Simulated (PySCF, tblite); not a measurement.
**C4H9AlO: geometry, infrared bands and NMR shifts**

Wanted: the infrared bands and NMR shifts of C4H9AlO (`CC/C=C\[O][AlH2]`), by calculation.

The runs use tblite 0.8.0 and PySCF 2.14.0, with density-fitted response routines of our own; the level of theory stands in each step. All values are computed, except where a source is named. Atoms count from 0, in the outputs and in this text.

**1. The starting structure**

15 atoms, charge 0, multiplicity 1; geometry from: force field or distance geometry start.

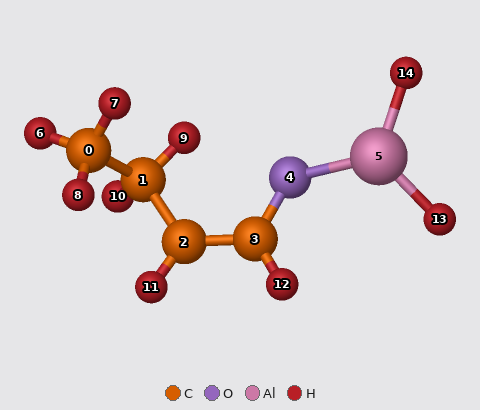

The starting geometry (carbon orange, oxygen purple, aluminium pink, hydrogen red), atoms numbered; sticks join atoms by distance.

**2. Optimising the geometry with GFN2-xTB**

Job settings and geometry (Å):

```
{"job": {"kind": "relax", "xc": "GFN2-xTB", "basis": "xTB"}, "charge": 0, "multiplicity": 1}
C     -2.319200     0.226200     0.119200
C     -1.246300     0.045400    -0.950900
C     -0.317800    -1.074900    -0.518200
C      0.972400    -0.855800    -0.338800
O      1.435700     0.425900    -0.530200
Al     3.001200     0.904500     0.327900
H     -3.256300     0.506800    -0.398400
H     -1.973900     1.041600     0.804600
H     -2.378800    -0.736800     0.659900
H     -0.616300     0.950200    -0.986700
H     -1.668500    -0.145800    -1.942800
H     -0.789800    -2.041000    -0.385100
H      1.594500    -1.687100    -0.018400
H      4.291300    -0.037100     0.040100
H      3.267400     2.485900     0.590200
```

Launch:

```sh
$ OMP_NUM_THREADS=1 python probes_run.py task.json out
```

This one command runs all jobs of the session in turn.

The log of the run:

```text
step      E/eV     max force
  0    -497.63293    3.413
  1    -497.95417    2.527
  2    -498.28687    2.938
  3    -498.42075    1.176
  4    -498.50076    0.546
  5    -498.53268    0.688
  6    -498.55832    0.552
  7    -498.58063    0.440
  8    -498.59685    0.358
  9    -498.61311    0.388
 10    -498.63075    0.374
 11    -498.65222    0.452
 12    -498.67804    0.516
 13    -498.70934    0.521
 14    -498.74043    0.412
 15    -498.76324    0.279
 16    -498.77699    0.300
 17    -498.78811    0.290
 18    -498.79941    0.231
 19    -498.80892    0.228
 20    -498.81692    0.207
 21    -498.82370    0.267
 22    -498.82997    0.237
 23    -498.83570    0.161
 24    -498.84070    0.162
 25    -498.84548    0.180
 26    -498.85095    0.218
 27    -498.85782    0.226
 28    -498.86707    0.205
 29    -498.87980    0.314
 30    -498.89613    0.332
 31    -498.91489    0.339
 32    -498.93476    0.304
 33    -498.95262    0.348
 34    -498.96639    0.573
 35    -498.98245    0.362
 36    -498.99683    0.211
 37    -499.00884    0.315
 38    -499.01608    0.353
 39    -499.02537    0.240
 40    -499.03052    0.171
 41    -499.03415    0.177
 42    -499.03734    0.183
 43    -499.04035    0.146
 44    -499.04503    0.158
 45    -499.04906    0.183
 46    -499.05334    0.214
 47    -499.05657    0.171
 48    -499.05869    0.118
 49    -499.06040    0.106
 50    -499.06144    0.088
 51    -499.06225    0.067
 52    -499.06323    0.062
 53    -499.06397    0.053
 54    -499.06445    0.048
 55    -499.06487    0.052
 56    -499.06540    0.053
 57    -499.06602    0.054
 58    -499.06649    0.037
 59    -499.06677    0.034
 60    -499.06696    0.028
 61    -499.06716    0.034
 62    -499.06733    0.033
 63    -499.06745    0.027
 64    -499.06754    0.025
 65    -499.06765    0.025
 66    -499.06779    0.029
 67    -499.06791    0.027
 68    -499.06799    0.023
 69    -499.06806    0.022
 70    -499.06813    0.024
 71    -499.06821    0.023
 72    -499.06828    0.019
 73    -499.06835    0.021
 74    -499.06843    0.021
 75    -499.06852    0.020
 76    -499.06859    0.017
 77    -499.06863    0.016
 78    -499.06866    0.014
 79    -499.06869    0.013
 80    -499.06872    0.010
 81    -499.06873    0.008
```

Run time: 0.58 s. Hardware: 1 thread of Intel Xeon at 2.70GHz, shared host; peak memory 0.18 GiB.

Along the way: (not every step is listed)

```csv
step,energy from step 0 (eV),largest force (eV/Å)
0,0.0000,3.4131
1,-0.3212,2.5272
2,-0.6539,2.9380
3,-0.7878,1.1763
4,-0.8678,0.5461
5,-0.8998,0.6884
6,-0.9254,0.5516
7,-0.9477,0.4396
8,-0.9639,0.3583
14,-1.1075,0.4125
20,-1.1840,0.2070
26,-1.2180,0.2177
32,-1.3018,0.3042
38,-1.3832,0.3527
44,-1.4121,0.1585
50,-1.4285,0.0884
56,-1.4325,0.0530
62,-1.4344,0.0330
68,-1.4351,0.0229
74,-1.4355,0.0210
76,-1.4357,0.0175
77,-1.4357,0.0164
78,-1.4357,0.0144
79,-1.4358,0.0130
80,-1.4358,0.0105
81,-1.4358,0.0083
```

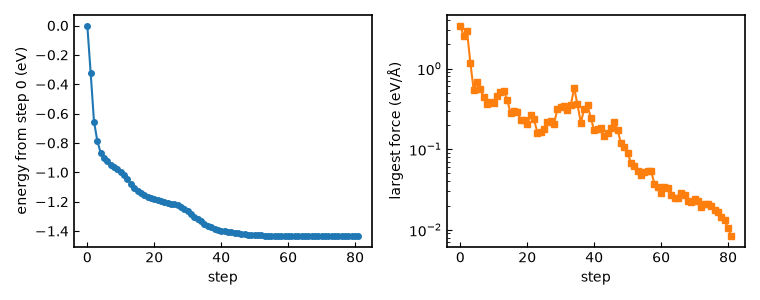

Energy and largest force along the relaxation.

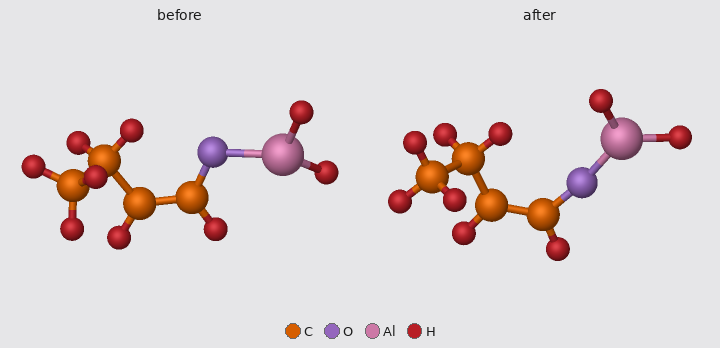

The geometry before (left) and after (right).

Close pairs (by a distance rule), those that changed most:

```csv
bond,before (Å),after (Å),change (Å)
O4–Al5,1.848,1.648,-0.201
Al5–H13,1.623,1.531,-0.092
Al5–H14,1.625,1.535,-0.090
C0–H7,1.120,1.087,-0.032
C1–C2,1.518,1.496,-0.022
C3–O4,1.376,1.355,-0.022
C0–H6,1.107,1.087,-0.019
C0–H8,1.106,1.088,-0.018
```

The next job starts from the end point, and lists it.

**3. Harmonic vibrations with GFN2-xTB**

Job settings and geometry (Å):

```
{"job": {"kind": "ir", "xc": "GFN2-xTB", "basis": "xTB"}, "charge": 0, "multiplicity": 1}
C     -2.147205     0.389271     0.101865
C     -0.966272     0.102876    -0.824658
C     -0.312116    -1.199157    -0.487634
C      0.960985    -1.347702    -0.150732
O      1.852909    -0.330660    -0.080043
Al     2.736695     1.059339    -0.037142
H     -2.622078     1.329211    -0.168889
H     -1.810165     0.456391     1.133546
H     -2.888552    -0.403994     0.032392
H     -0.233175     0.912600    -0.746351
H     -1.323537     0.066081    -1.858332
H     -0.941199    -2.076244    -0.507836
H      1.381377    -2.317703     0.090349
H      4.262878     0.940542    -0.062144
H      2.045041     2.427139     0.038042
```

The log of the run:

```text
mode    cm-1     km/mol
  1      18.6      0.01
  2      52.9      0.09
  3      90.2      0.66
  4     148.2      0.02
  5     210.5      0.49
  6     278.5      3.69
  7     308.4      1.22
  8     410.4     65.12
  9     494.7      4.34
 10     576.2      2.95
 11     600.7    174.59
 12     710.5     16.32
 13     779.6     10.93
 14     831.2      6.38
 15     841.6    280.23
 16     876.8      0.40
 17     931.7     13.98
 18    1069.4      1.72
 19    1087.2      4.45
 20    1103.2     50.88
 21    1190.0    121.00
 22    1240.2      7.68
 23    1281.1    146.16
 24    1302.1      3.32
 25    1353.0     63.48
 26    1408.8      0.82
 27    1466.5      1.54
 28    1500.2      3.35
 29    1503.4      2.09
 30    1711.8     72.43
 31    1832.5    385.95
 32    1854.7    174.55
 33    2935.6     45.25
 34    2946.9     32.10
 35    3021.7     37.43
 36    3031.7     41.36
 37    3037.3     45.51
 38    3041.7     26.34
 39    3086.7     40.86
```

Wall time 0.5 s (1 thread of Intel Xeon at 2.70GHz, shared host); peak memory 0.18 GiB.

Which atoms move in the most intense modes:

```csv
cm⁻¹,km/mol,atoms
410,65.1,"H13 46 %, H14 39 %"
601,174.6,"H14 42 %, H13 41 %, Al5 14 %"
842,280.2,"H14 40 %, H13 37 %, Al5 14 %"
1190,121.0,"H11 30 %, O4 21 %, C1 14 %"
1281,146.2,"O4 26 %, H12 22 %, H11 20 %, H10 12 %"
1712,72.4,"C2 49 %, C3 46 %"
1832,385.9,H14 88 %
1855,174.6,H13 89 %
```

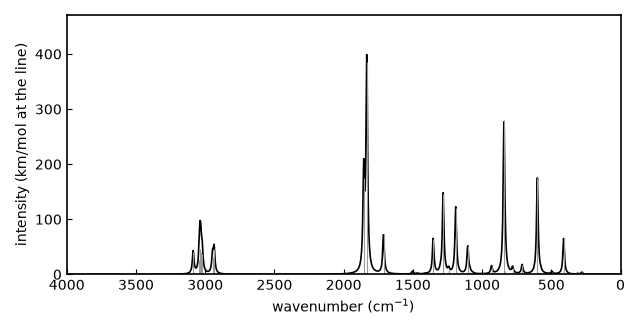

The infrared spectrum from these modes, unscaled. Lines are broadened to a width of 14 cm⁻¹ (Lorentzian).

**4. Nuclear shieldings: PBE0/pcSseg-1**

Same as in step 3 but for these lines:

```diff
@@ -1,2 +1,2 @@
-{"job": {"kind": "ir", "xc": "GFN2-xTB", "basis": "xTB"}, "charge": 0, "multiplicity": 1}
+{"job": {"kind": "nmr", "xc": "PBE0", "basis": "pcSseg-1"}, "charge": 0, "multiplicity": 1}
 C     -2.147205     0.389271     0.101865
```

With the program's defaults for keys left out, this is: GIAO PBE0/pcSseg-1 NMR shielding, non-relativistic, gas phase.

The log of the run:

```text
coarse grid: 12640 points
cycle   1  E = -474.9228382640  dE =  5.501e-01  |g| = 7.256e-01  |ddm| = 3.352e+00
cycle   2  E = -474.7549603870  dE =  1.679e-01  |g| = 1.181e+00  |ddm| = 1.353e+00
cycle   3  E = -475.0228902946  dE = -2.679e-01  |g| = 1.358e-01  |ddm| = 9.635e-01
cycle   4  E = -475.0256612546  dE = -2.771e-03  |g| = 7.210e-02  |ddm| = 1.524e-01
cycle   5  E = -475.0269230741  dE = -1.262e-03  |g| = 1.698e-02  |ddm| = 6.884e-02
cycle   6  E = -475.0269880147  dE = -6.494e-05  |g| = 4.844e-03  |ddm| = 1.534e-02
cycle   7  E = -475.0269935929  dE = -5.578e-06  |g| = 3.809e-04  |ddm| = 3.527e-03
final grid: 116280 points
cycle   8  E = -475.0731758402  dE = -2.312e-05  |g| = 1.047e-02  |ddm| = 2.285e-02
cycle   9  E = -475.0731484160  dE =  2.742e-05  |g| = 1.588e-02  |ddm| = 1.737e-02
cycle  10  E = -475.0731969005  dE = -4.848e-05  |g| = 2.128e-03  |ddm| = 1.178e-02
cycle  11  E = -475.0731979592  dE = -1.059e-06  |g| = 1.922e-04  |ddm| = 1.735e-03
cycle  12  E = -475.0731979644  dE = -5.291e-09  |g| = 1.148e-04  |ddm| = 2.300e-04
cycle  13  E = -475.0731979673  dE = -2.886e-09  |g| = 2.683e-05  |ddm| = 1.016e-04
cycle  14  E = -475.0731979675  dE = -1.860e-10  |g| = 4.514e-06  |ddm| = 3.006e-05
converged SCF energy = -475.0731979675

GIAO shielding tensors (ppm)
atom      isotropic    diamagn.    paramagn.     s11        s22        s33       span
  0 C      169.993     247.096     -77.102    158.650    165.176    186.154     27.504
  1 C      163.741     246.864     -83.123    149.591    166.100    175.531     25.940
  2 C       65.230     258.647    -193.417    -44.338     94.661    145.367    189.704
  3 C       39.516     247.607    -208.091    -58.857     74.718    102.686    161.544
  4 O      184.857     399.206    -214.349     70.399    141.619    342.553    272.155
  5 Al     394.566     795.417    -400.852    311.607    379.753    492.337    180.730
  6 H       30.455      29.127       1.328     26.081     27.785     37.500     11.420
  7 H       30.809      30.765       0.045     26.684     29.442     36.302      9.618
  8 H       30.665      29.474       1.191     26.625     28.712     36.657     10.032
  9 H       28.909      33.126      -4.217     24.083     28.318     34.326     10.243
 10 H       29.819      30.163      -0.345     25.117     28.019     36.320     11.203
 11 H       26.841      32.332      -5.491     24.923     26.160     29.441      4.518
 12 H       24.854      28.692      -3.838     21.293     25.775     27.494      6.201
 13 H       27.264      28.666      -1.401     23.589     25.029     33.175      9.585
 14 H       27.050      29.839      -2.789     23.160     26.190     31.801      8.641
```

It took 48 s on 1 thread of Intel Xeon at 2.70GHz, shared host; peak memory 0.72 GiB.

The references, computed at this level on geometries of the same kind, shield at (ppm): ¹H TMS 31.72, ¹³C TMS 186.9, ¹⁷O H2O 336.1, ²⁷Al AlH4- 490.0. Their shielding less the atom's gives the shift. The references are single molecules in the gas phase, so shifts against H2O, NH3, PH3, H3PO4 or CFCl3 are not on the usual liquid scales and can be off by tens of ppm. Shifts against hydride references such as AlH4− lie on their own scale. Atoms listed in one row are averaged.

```csv
atoms,environment,σ (ppm),δ (ppm)
C3,alkene carbon bearing oxygen,39.5,147.4
C2,β carbon of an enol-ether or enamine type C=C,65.2,121.7
C1,allylic sp3 CH2,163.7,23.2
C0,methyl carbon,170.0,16.9
H12,hydrogen on an alkene carbon bearing oxygen,24.85,6.86
H11,hydrogen on a β carbon of an enol-ether or enamine type C=C,26.84,4.88
"H13, H14",hydrogen on an aluminium bonded to O,27.16,4.56
"H9, H10",hydrogen on an allylic sp3 CH2,29.36,2.35
"H6, H7, H8",hydrogen on a methyl carbon,30.64,1.07
O4,"oxygen bonded to C, Al",184.9,151.2
Al5,"aluminium bonded to O, 2 H",394.6,95.4
```

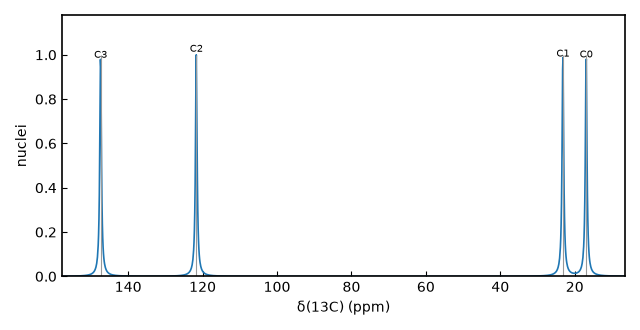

¹³C lines at the computed shifts, without couplings. Lines are broadened to a width of 0.52 ppm (Lorentzian).

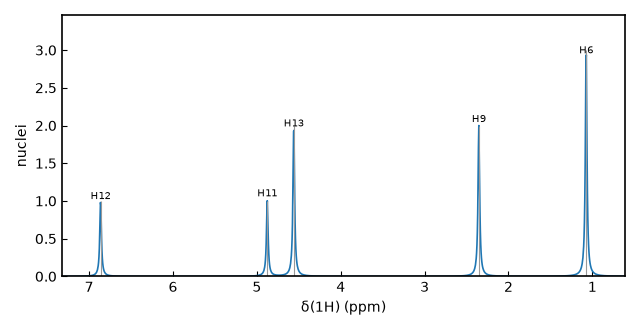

¹H lines at the computed shifts, without couplings. Lines are broadened to a width of 0.02 ppm (Lorentzian).

The run also stored atomic charges by several schemes (e):

```csv
atoms,Mulliken,IAO,Hirshfeld,ESP fit
C0,-0.28,-0.41,-0.12,-0.40
C1,-0.22,-0.25,-0.07,0.46
C2,-0.29,-0.21,-0.08,-0.39
C3,0.26,0.06,0.02,-0.09
O4,-0.71,-0.61,-0.27,-0.38
Al5,0.94,0.92,0.57,1.00
```

Hirshfeld charges:

C0 -0.12; C1 -0.07; C2 -0.08; C3 0.02; O4 -0.27; Al5 0.57; H6 0.04; H7 0.04; H8 0.04; H9 0.03; H10 0.04; H11 0.04; H12 0.05; H13 -0.17; H14 -0.17

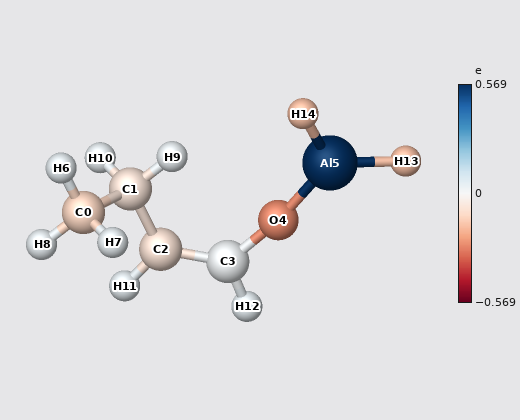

Hirshfeld charges, as colours on the atoms.

Mayer bond orders: C0–C1 1.05, C1–C2 1.03, C2–C3 1.86, C3–O4 0.94, O4–Al5 0.88.

Orbitals, density, ELF and potential are computed afterwards from the orbital file.

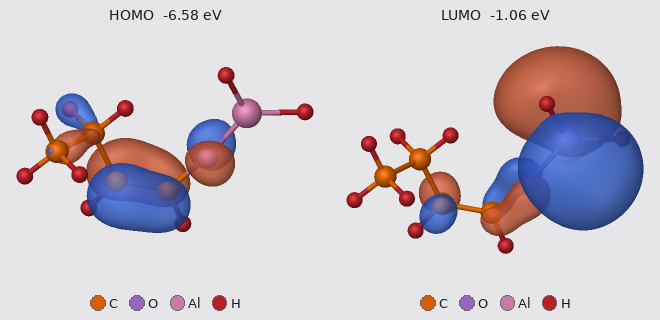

PBE0/pcSseg-1 orbitals near the gap, drawn at the value that encloses 70 % of each; the two colours are the two signs.

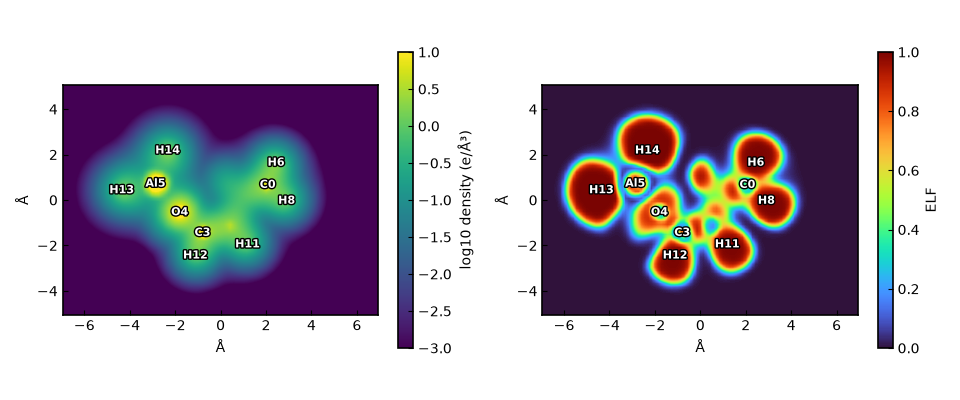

Density (left) and ELF (right) in a plane through or near 10 of the atoms.

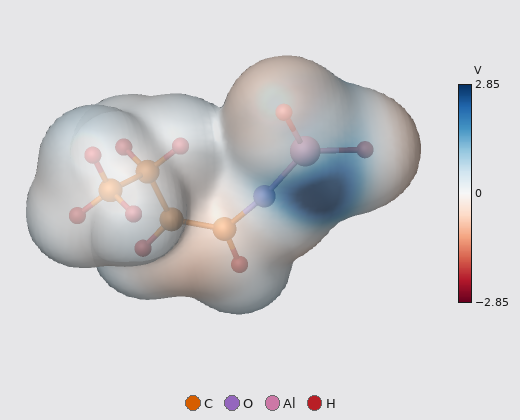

Electrostatic potential on the surface of density 0.002 e/bohr³; red is low, blue high. It runs from -0.64 V near C2 to 2.85 V near Al5.

**5. What came out**

| quantity | value |
| --- | --- |
| strongest single infrared mode (GFN2-xTB) | 1832 cm⁻¹, 386 km/mol |
| zero-point energy (GFN2-xTB) | 71.7 kcal/mol |
| ¹³C shifts against TMS (PBE0/pcSseg-1) | 147.4, 121.7, 23.2, 16.9 ppm |
| ¹H shifts against TMS (PBE0/pcSseg-1, means over atoms taken as alike) | 6.86, 4.88, 4.56, 2.35, 1.07 ppm |
| ¹⁷O shifts against H2O (PBE0/pcSseg-1) | 151.2 ppm |
| ²⁷Al shifts against AlH4- (PBE0/pcSseg-1) | 95.4 ppm |
| surface potential, least and greatest | -0.64 V and 2.85 V |

**Reading.** The optimisation took 81 steps and gained 1.436 eV; among the close pairs (by a distance rule), O4–Al5 changed most, from 1.848 to 1.648 Å. No mode is imaginary among the 39: a minimum at this level. The strongest single mode, at 1832 cm⁻¹, moves mainly H14. GFN2-xTB is a fitted tight-binding method: band positions and strengths are rough. Its intensities can rank the bands wrongly. C3 (alkene carbon bearing oxygen) lies farthest downfield among carbon, at 147.4 ppm; an sp2 carbon further deshielded by the attached heteroatom. H12 (hydrogen on an alkene carbon bearing oxygen) lies farthest downfield among hydrogen, at 6.86 ppm; attached to an sp2 carbon and in the plane of the double bond. At PBE0/pcSseg-1: The largest span, 272 ppm, is at O4, where the paramagnetic term is -214 ppm. By nearest atom (PBE0/pcSseg-1), the HOMO sits on C2 35 %; C3 26 % and the LUMO on Al5 44 %; H13, H14 about 18 % each.
